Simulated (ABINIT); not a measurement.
## Cl (Cmce): G0W0 in ABINIT against the wavefunction cutoff in GW

Aim: move the wavefunction cutoff in GW of a G0W0 run on Cl (Cmce) over a wide range.

Calculated with ABINIT 10.8.3; PBE and many-body steps on it, plane waves.

**1. Starting point**

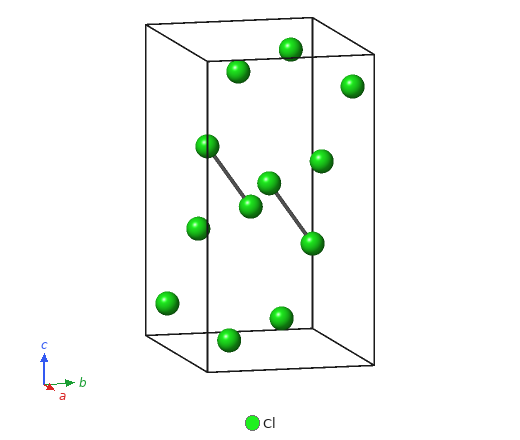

Start, viewed slightly off an axis; chlorine green. This picture shows the conventional cell, with its axes. Bonds to atoms that aren't drawn are left out. Some periodic images of atoms are drawn too.

The cell and positions come from the Crystallography Open Database and are kept as given unless a step says otherwise.

**2. Screening, 4×4×2 mesh, 101 bands, screening to 130.6 eV**

This step: ABINIT 10.8.3; RPA screening on PBE, plane waves, norm-conserving pseudopotentials.

The RPA dielectric matrix is built and inverted for each q.

File run.abi:

```
acell 3*1.0 Angstrom
rprim 
  3.145000000000 -2.250000000000 0.000000000000
  3.145000000000 2.250000000000 0.000000000000
  0.000000000000 0.000000000000 8.210000000000
ntypat 1
znucl 17
natom 4
typat 1 1 1 1
xred 
  0.870000000000 0.130000000000 0.100000000000
  0.630000000000 0.370000000000 0.600000000000
  0.130000000000 0.870000000000 0.900000000000
  0.370000000000 0.630000000000 0.400000000000
pp_dirpath "pseudos"
pseudos "Cl.upf"
ecut 25
ngkpt 4 4 2
nshiftk 1
shiftk 0 0 0
kptopt 1
chksymbreak 0
istwfk *1
occopt 1
irdwfk 1
optdriver 3
nband 101
ecuteps 4.8
inclvkb 2
awtr 1
symchi 1
ecutwfn 7.5
indata_prefix "in"
outdata_prefix "out"
tmpdata_prefix "tmp"
```

Command:

```bash
> OMP_NUM_THREADS=1 mpirun -n 4 abinit run.abi > log
```

The log of the run:

```text
.Version 10.8.3 of ABINIT. v10.8.2 released Aug 2026.

 Symmetries : space group Cm c a (# 64); Bravais oC (1-face-center ortho.)
[... echo of the input left out ...]
== DATASET  1 ==================================================================
-   mpi_nproc: 4, omp_nthreads: 1 (-1 if OMP is not activated)

--- !DatasetInfo
iteration_state: {dtset: 1, }
dimensions: {natom: 4, nkpt: 14, mband: 101, nsppol: 1, nspinor: 1, nspden: 1, mpw: 793, }
cutoff_energies: {ecut:   7.5, pawecutdg:  -1.0, }
electrons: {nelect:   2.80000000E+01, charge:   0.00000000E+00, occopt:   1.00000000E+00, tsmear:   1.00000000E-02, }

 SCREENING: Calculation of the susceptibility and dielectric matrices

 Based on a program developped by R.W. Godby, V. Olevano, G. Onida, and L. Reining.
 Incorporated in ABINIT by V. Olevano, G.-M. Rignanese, and M. Torrent.
.Using double precision arithmetic ; gwpc =  8

[... cell and pseudopotentials left out ...]
--------------------------------------------------------------------------------

 ==== K-mesh for the wavefunctions ====
 Number of points in the irreducible wedge :    14
[... list of points left out ...]
 Together with  8 symmetry operations and time-reversal symmetry
 yields    32 points in the full Brillouin Zone.

 ==== Q-mesh for the screening function ====
 Number of points in the irreducible wedge :    14
[... list of points left out ...]
 Together with  8 symmetry operations and time-reversal symmetry
 yields    32 points in the full Brillouin Zone.

 setmesh: FFT mesh size selected  =    18x   18x   36
          total number of points  =        11664

 vcoul_init : cutoff-mode = AUXILIARY_FUNCTION
 q-points for optical limit:   1
     1)      0.000010    0.000020    0.000030

- screening: taking advantage of time-reversal symmetry
- Maximum band index for partially occupied states nbvw = 14
- Remaining bands to be divided among processors   nbcw = 87
- Number of bands treated by each node ~21

 Number of electrons calculated from density =   27.9485; Expected =   28.0000
 average of density, n =  0.035644
 r_s =    1.8850
 omega_plasma =   18.2116 [eV]

 calculating chi0 at frequencies [eV] :
  1    0.000000E+00    0.000000E+00
  2    0.000000E+00    1.821161E+01

--------------------------------------------------------------------------------
  q-point number  1        q = ( 0.000000, 0.000000, 0.000000) [r.l.u.]
--------------------------------------------------------------------------------
[... chi0 elements left out ...]
 For q-point:  0.000010 0.000020 0.000030
  dielectric constant =   2.8483
  dielectric constant without local fields =   3.5450

  Average fulfillment of the sum rule on Im[epsilon] for q-point    1 :     65.57  [%]
[... wings left out ...]
  q-point number  2        q = ( 0.250000, 0.000000, 0.000000) [r.l.u.]
--------------------------------------------------------------------------------
[... chi0 elements left out ...]
  Average fulfillment of the sum rule on Im[epsilon] for q-point    2 :     70.79  [%]

 [... 12 further q-points ...]
```

Wall time 39 s (4 MPI ranks of Arm Neoverse V2, shared host); peak memory 0.68 GiB; 2.6 min of CPU time.

This step gave:

- ε∞ with local fields, on this mesh, along the program's q direction: 2.848
- the same without local fields: 3.545
- plasma frequency: 18.21 eV
- plane waves in the screening matrix: 403

Local fields lower ε∞ by 20 %. On a Γ-centred mesh this coarse the value itself is usually too large, while a short band sum pulls it down.

**3. 7.5 Ha**

This step: G0W0 on PBE, plane waves, norm-conserving pseudopotentials.

run.abi, as its differences from that of step 2:

```diff
@@ -25,8 +25,17 @@
 irdwfk 1
-optdriver 3
+optdriver 4
 nband 101
+gwcalctyp 0
+ecutsigx 7.5
+symsigma 1
+nkptgw 2
+kptgw 
+  0.5000000000 0.5000000000 0.0000000000
+  0.0000000000 0.0000000000 0.0000000000
+bdgw 
+  13 16
+  13 16
 ecuteps 4.8
-inclvkb 2
-awtr 1
-symchi 1
+irdscr 1
+ppmodel 1
 ecutwfn 7.5
```

The log of the run:

```text
.Version 10.8.3 of ABINIT. v10.8.2 released Aug 2026.

 Symmetries : space group Cm c a (# 64); Bravais oC (1-face-center ortho.)
[... echo of the input left out ...]
== DATASET  1 ==================================================================
-   mpi_nproc: 4, omp_nthreads: 1 (-1 if OMP is not activated)

--- !DatasetInfo
iteration_state: {dtset: 1, }
dimensions: {natom: 4, nkpt: 14, mband: 101, nsppol: 1, nspinor: 1, nspden: 1, mpw: 793, }
cutoff_energies: {ecut:   7.5, pawecutdg:  -1.0, }
electrons: {nelect:   2.80000000E+01, charge:   0.00000000E+00, occopt:   1.00000000E+00, tsmear:   1.00000000E-02, }

 SIGMA: Calculation of the GW corrections

 Based on a program developped by R.W. Godby, V. Olevano, G. Onida, and L. Reining.
 Incorporated in ABINIT by V. Olevano, G.-M. Rignanese, and M. Torrent.
.Using double precision arithmetic ; gwpc =  8

[... cell and pseudopotentials left out ...]
--------------------------------------------------------------------------------

 ==== K-mesh for the wavefunctions ====
 Number of points in the irreducible wedge :    14
[... list of points left out ...]
 Together with  8 symmetry operations and time-reversal symmetry
 yields    32 points in the full Brillouin Zone.

 ==== Q-mesh for screening function ====
 Number of points in the irreducible wedge :    14
[... list of points left out ...]
 Together with  8 symmetry operations and time-reversal symmetry
 yields    32 points in the full Brillouin Zone.

 vcoul_init : cutoff-mode = AUXILIARY_FUNCTION
 q-points for optical limit:   1
     1)      0.000010    0.000020    0.000030
 setmesh: FFT mesh size selected  =    18x   18x   40
          total number of points  =        12960

 Number of electrons calculated from density =   27.9485; Expected =   28.0000
 average of density, n =  0.035644
 r_s =    1.8850
 omega_plasma =   18.2116 [eV]

 === KS Band Gaps ===
  >>>> For spin  1
   Minimum direct gap =   2.5251 [eV], located at k-point      :   0.0000  0.0000  0.0000
   Fundamental gap    =   2.4691 [eV], Top of valence bands at :   0.5000  0.5000  0.0000
                                       Bottom of conduction at :   0.0000  0.0000  0.0000
 SIGMA fundamental parameters:
 PLASMON POLE MODEL  1
 number of plane-waves for SigmaX                  793
 number of plane-waves for SigmaC and W            403
 number of plane-waves for wavefunctions           793
 number of bands                                   101
 number of independent spin polarizations            1
 number of spinorial components                      1
 number of k-points in IBZ                          14
 number of q-points in IBZ                          14
 number of symmetry operations                       8
 number of k-points in BZ                           32
 number of q-points in BZ                           32
 number of frequencies for dSigma/dE                 9
 frequency step for dSigma/dE [eV]                0.25
 number of omega for Sigma on real axis              0
 max omega for Sigma on real axis  [eV]           0.00
 zcut for avoiding poles [eV]                     0.10

 EPSILON^-1 parameters (SCR file):
 dimension of the eps^-1 matrix on file            403
 dimension of the eps^-1 matrix used               403
 number of plane-waves for wavefunctions           793
 number of bands                                   101
 number of q-points in IBZ                          14
 number of frequencies                               2
 number of real frequencies                          1
 number of imag frequencies                          1

 matrix elements of self-energy operator (all in [eV])

 Perturbative Calculation

--- !SelfEnergy_ee
iteration_state: {dtset: 1, }
kpoint     : [   0.500,    0.500,    0.000, ]
spin       : 1
KS_gap     :    2.546
QP_gap     :    5.800
Delta_QP_KS:    3.254
data: !SigmaeeData |
     Band     E0 <VxcDFT>   SigX SigC(E0)      Z dSigC/dE  Sig(E)    E-E0       E
       13  -1.186 -14.280 -18.648   2.724   0.790  -0.266 -15.579  -1.298  -2.484
       14  -0.824 -14.631 -19.027   2.701   0.793  -0.260 -15.976  -1.345  -2.169
       15   1.722 -14.001  -8.867  -2.732   0.795  -0.258 -12.092   1.910   3.632
       16   1.912 -14.161  -8.946  -2.743   0.793  -0.261 -12.201   1.959   3.872

--- !SelfEnergy_ee
iteration_state: {dtset: 1, }
kpoint     : [   0.000,    0.000,    0.000, ]
spin       : 1
KS_gap     :    2.525
QP_gap     :    5.709
Delta_QP_KS:    3.184
data: !SigmaeeData |
     Band     E0 <VxcDFT>   SigX SigC(E0)      Z dSigC/dE  Sig(E)    E-E0       E
       13  -0.970 -14.469 -18.928   2.728   0.793  -0.262 -15.842  -1.373  -2.343
       14  -0.880 -14.663 -19.087   2.733   0.792  -0.262 -16.003  -1.340  -2.220
       15   1.645 -13.874  -8.848  -2.711   0.797  -0.255 -12.029   1.844   3.490
       16   2.208 -14.541  -9.098  -2.865   0.789  -0.268 -12.508   2.033   4.241

== END DATASET(S) ==============================================================
================================================================================

 -outvars: echo values of variables after computation  --------
           etotal      0.0000000000E+00
            nband         101
             nkpt          14
          spgroup          64
 [... the other variables as echoed above ...]

 Calculation completed.
```

Wall time 19 s (4 MPI ranks); peak memory 1.1 GiB; 74 s of CPU time.

This step gave:

* G0W0 gap on the points computed: 5.659 eV
* starting gap on the mesh: 2.469 eV
* k of the valence top: 0.5, 0.5, 0
* k of the conduction bottom: 0, 0, 0
* Z at the valence top: 0.793
* Z at the conduction bottom: 0.797
* least direct G0W0 gap on the computed points: 5.710 eV

**4. Screening, 4×4×2 mesh, 101 bands, screening to 130.6 eV**

This step: RPA screening on PBE, plane waves, norm-conserving pseudopotentials.

run.abi, as its differences from that of step 3:

```diff
@@ -25,18 +25,9 @@
 irdwfk 1
-optdriver 4
+optdriver 3
 nband 101
-gwcalctyp 0
-ecutsigx 7.5
-symsigma 1
-nkptgw 2
-kptgw 
-  0.5000000000 0.5000000000 0.0000000000
-  0.0000000000 0.0000000000 0.0000000000
-bdgw 
-  13 16
-  13 16
 ecuteps 4.8
-irdscr 1
-ppmodel 1
-ecutwfn 7.5
+inclvkb 2
+awtr 1
+symchi 1
+ecutwfn 12.5
 indata_prefix "in"
```

The log of the run:

```text
.Version 10.8.3 of ABINIT. v10.8.2 released Aug 2026.

 Symmetries : space group Cm c a (# 64); Bravais oC (1-face-center ortho.)
[... echo of the input left out ...]
== DATASET  1 ==================================================================
-   mpi_nproc: 4, omp_nthreads: 1 (-1 if OMP is not activated)

--- !DatasetInfo
iteration_state: {dtset: 1, }
dimensions: {natom: 4, nkpt: 14, mband: 101, nsppol: 1, nspinor: 1, nspden: 1, mpw: 1671, }
cutoff_energies: {ecut:  12.5, pawecutdg:  -1.0, }
electrons: {nelect:   2.80000000E+01, charge:   0.00000000E+00, occopt:   1.00000000E+00, tsmear:   1.00000000E-02, }

 SCREENING: Calculation of the susceptibility and dielectric matrices

 Based on a program developped by R.W. Godby, V. Olevano, G. Onida, and L. Reining.
 Incorporated in ABINIT by V. Olevano, G.-M. Rignanese, and M. Torrent.
.Using double precision arithmetic ; gwpc =  8

[... cell and pseudopotentials left out ...]
--------------------------------------------------------------------------------

 ==== K-mesh for the wavefunctions ====
 Number of points in the irreducible wedge :    14
[... list of points left out ...]
 Together with  8 symmetry operations and time-reversal symmetry
 yields    32 points in the full Brillouin Zone.

 ==== Q-mesh for the screening function ====
 Number of points in the irreducible wedge :    14
[... list of points left out ...]
 Together with  8 symmetry operations and time-reversal symmetry
 yields    32 points in the full Brillouin Zone.

 setmesh: FFT mesh size selected  =    20x   20x   40
          total number of points  =        16000

 vcoul_init : cutoff-mode = AUXILIARY_FUNCTION
 q-points for optical limit:   1
     1)      0.000010    0.000020    0.000030

- screening: taking advantage of time-reversal symmetry
- Maximum band index for partially occupied states nbvw = 14
- Remaining bands to be divided among processors   nbcw = 87
- Number of bands treated by each node ~21

 Number of electrons calculated from density =   27.9938; Expected =   28.0000
 average of density, n =  0.035702
 r_s =    1.8840
 omega_plasma =   18.2264 [eV]

 calculating chi0 at frequencies [eV] :
  1    0.000000E+00    0.000000E+00
  2    0.000000E+00    1.822637E+01

--------------------------------------------------------------------------------
  q-point number  1        q = ( 0.000000, 0.000000, 0.000000) [r.l.u.]
--------------------------------------------------------------------------------
[... chi0 elements left out ...]
 For q-point:  0.000010 0.000020 0.000030
  dielectric constant =   2.8137
  dielectric constant without local fields =   3.4730

  Average fulfillment of the sum rule on Im[epsilon] for q-point    1 :     65.83  [%]
[... wings left out ...]
  q-point number  2        q = ( 0.250000, 0.000000, 0.000000) [r.l.u.]
--------------------------------------------------------------------------------
[... chi0 elements left out ...]
  Average fulfillment of the sum rule on Im[epsilon] for q-point    2 :     71.00  [%]

 [... 12 further q-points ...]
```

Run time: 44 s. Hardware: 4 MPI ranks; peak memory 0.85 GiB.

Numbers from this step:

| Quantity | Value |
| --- | --- |
| ε∞ with local fields, on this mesh, along the program's q direction | 2.814 |
| the same without local fields | 3.473 |
| plasma frequency | 18.23 eV |
| plane waves in the screening matrix | 403 |

**5. 12.5 Ha**

The self-energy is evaluated for the states that the input lists, and the levels follow from it, in one-shot runs by the linearised quasiparticle equation.

This step: G0W0 on PBE, plane waves, norm-conserving pseudopotentials.

run.abi, as its differences from that of step 4:

```diff
@@ -25,8 +25,17 @@
 irdwfk 1
-optdriver 3
+optdriver 4
 nband 101
+gwcalctyp 0
+ecutsigx 12.5
+symsigma 1
+nkptgw 2
+kptgw 
+  0.5000000000 0.5000000000 0.0000000000
+  0.0000000000 0.0000000000 0.0000000000
+bdgw 
+  13 16
+  13 16
 ecuteps 4.8
-inclvkb 2
-awtr 1
-symchi 1
+irdscr 1
+ppmodel 1
 ecutwfn 12.5
```

The log of the run:

```text
.Version 10.8.3 of ABINIT. v10.8.2 released Aug 2026.

 Symmetries : space group Cm c a (# 64); Bravais oC (1-face-center ortho.)
[... echo of the input left out ...]
== DATASET  1 ==================================================================
-   mpi_nproc: 4, omp_nthreads: 1 (-1 if OMP is not activated)

--- !DatasetInfo
iteration_state: {dtset: 1, }
dimensions: {natom: 4, nkpt: 14, mband: 101, nsppol: 1, nspinor: 1, nspden: 1, mpw: 1671, }
cutoff_energies: {ecut:  12.5, pawecutdg:  -1.0, }
electrons: {nelect:   2.80000000E+01, charge:   0.00000000E+00, occopt:   1.00000000E+00, tsmear:   1.00000000E-02, }

 SIGMA: Calculation of the GW corrections

 Based on a program developped by R.W. Godby, V. Olevano, G. Onida, and L. Reining.
 Incorporated in ABINIT by V. Olevano, G.-M. Rignanese, and M. Torrent.
.Using double precision arithmetic ; gwpc =  8

[... cell and pseudopotentials left out ...]
--------------------------------------------------------------------------------

 ==== K-mesh for the wavefunctions ====
 Number of points in the irreducible wedge :    14
[... list of points left out ...]
 Together with  8 symmetry operations and time-reversal symmetry
 yields    32 points in the full Brillouin Zone.

 ==== Q-mesh for screening function ====
 Number of points in the irreducible wedge :    14
[... list of points left out ...]
 Together with  8 symmetry operations and time-reversal symmetry
 yields    32 points in the full Brillouin Zone.

 vcoul_init : cutoff-mode = AUXILIARY_FUNCTION
 q-points for optical limit:   1
     1)      0.000010    0.000020    0.000030
 setmesh: FFT mesh size selected  =    24x   24x   50
          total number of points  =        28800

 Number of electrons calculated from density =   27.9938; Expected =   28.0000
[...]
number of omega for Sigma on real axis              0
 max omega for Sigma on real axis  [eV]           0.00
 zcut for avoiding poles [eV]                     0.10

 EPSILON^-1 parameters (SCR file):
 dimension of the eps^-1 matrix on file            403
 dimension of the eps^-1 matrix used               403
 number of plane-waves for wavefunctions          1671
 number of bands                                   101
 number of q-points in IBZ                          14
 number of frequencies                               2
 number of real frequencies                          1
 number of imag frequencies                          1

 matrix elements of self-energy operator (all in [eV])

 Perturbative Calculation

--- !SelfEnergy_ee
iteration_state: {dtset: 1, }
kpoint     : [   0.500,    0.500,    0.000, ]
spin       : 1
KS_gap     :    2.546
QP_gap     :    5.800
Delta_QP_KS:    3.254
data: !SigmaeeData |
     Band     E0 <VxcDFT>   SigX SigC(E0)      Z dSigC/dE  Sig(E)    E-E0       E
       13  -1.186 -14.303 -18.722   2.694   0.789  -0.267 -15.664  -1.361  -2.547
       14  -0.824 -14.655 -19.103   2.669   0.792  -0.262 -16.064  -1.409  -2.233
       15   1.722 -14.080  -8.977  -2.778   0.794  -0.260 -12.235   1.845   3.567
[...]
--- !SelfEnergy_ee
iteration_state: {dtset: 1, }
kpoint     : [   0.000,    0.000,    0.000, ]
spin       : 1
KS_gap     :    2.525
QP_gap     :    5.712
Delta_QP_KS:    3.187
data: !SigmaeeData |
     Band     E0 <VxcDFT>   SigX SigC(E0)      Z dSigC/dE  Sig(E)    E-E0       E
[...]
15   1.645 -13.953  -8.958  -2.755   0.795  -0.257 -12.171   1.782   3.427
       16   2.208 -14.600  -9.202  -2.914   0.788  -0.270 -12.644   1.957   4.164

== END DATASET(S) ==============================================================
================================================================================

 -outvars: echo values of variables after computation  --------
           etotal      0.0000000000E+00
            nband         101
             nkpt          14
          spgroup          64
 [... the other variables as echoed above ...]

 Calculation completed.
```

It took 19 s on 4 MPI ranks; peak memory 1.2 GiB; 75 s of CPU time.

Numbers from this step:

* G0W0 gap on the points computed: 5.66 eV
* starting gap on the mesh: 2.469 eV
* k of the valence top: 0.5, 0.5, 0
* k of the conduction bottom: 0, 0, 0
* Z at the valence top: 0.792
* Z at the conduction bottom: 0.795
* least direct G0W0 gap on the computed points: 5.712 eV

The gap on the mesh goes from 2.47 eV to 5.66 eV, a correction of +3.19 eV.

(Part 1 of 2 ends here.)

[Paths, hosts, dates, memory and timing lines, banners, echoed tables and standing remarks are left out of the program output.]

[Logs are printed without paths, hosts, clocks, repeated set-up lines and the standing remarks that a program may print on its own settings, such as how far it seeks lower states.]

[Runs of the session that timed out or met a known fault of the program may be left out.]

[Hosts, paths, dates, database ids (printed as entryN), source tags and the programs' standing remarks are cut or masked in the printed files.]

[G0W0 gaps are taken among the corrected bands and points alone; a level outside them can change the order at an edge.]

[Where Ansatz stands beside ABINIT at settings called matched, ABINIT's density can come from a denser mesh and the files from another edition; pairs whose starting gaps differed by over 0.03 eV were left out, so agreement reads better than it is.]
